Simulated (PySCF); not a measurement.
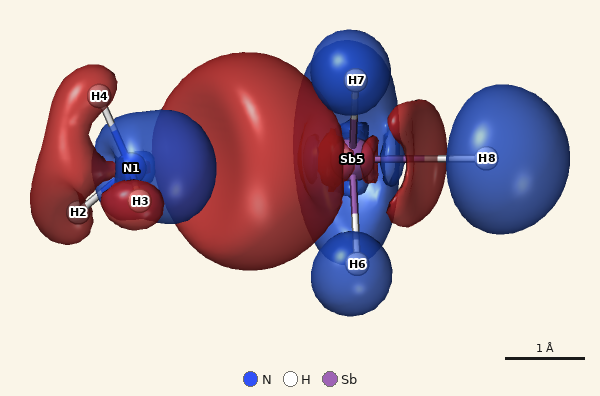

*H6NSb, SMILES `N.[SbH3]`. Density of the complex less the densities of the two fragments at the same geometry, ±0.004 e/Å³ (blue: gain, red: loss). Fragment A: NH3 (atoms 1–4); fragment B: SbH3.*

Method: HF/def2-SVPD; geometry: GFN2-xTB; program: PySCF. Core potentials replace the inner electrons of Sb; spin–orbit coupling isn't included. GFN2-xTB bond lengths at metals and heavier atoms can be off by up to 0.1 Å and shapes distorted, which carries into these values.

Q: Which way does charge flow?

A: Hirshfeld charges show 0.034 e passing from A to B. By Hirshfeld charges, electrons gather most on H8 (−0.038 e) and leave Sb5 most (+0.023 e); 0.15 e is displaced in all, which induces a dipole of 1.48 D.

Q: What is the interaction energy, and which contacts carry it?

A: The counterpoise-corrected interaction energy of the frozen fragments is +1.6 kcal/mol without dispersion correction and −2.7 kcal/mol with D3(BJ). The pair geometry is semi-empirical, not a minimum at this level. Contacts: N1···Sb5, 2.95 Å, ρ = 0.019 a.u. The pose is a local one from a semi-empirical search, not shown to be the most stable.
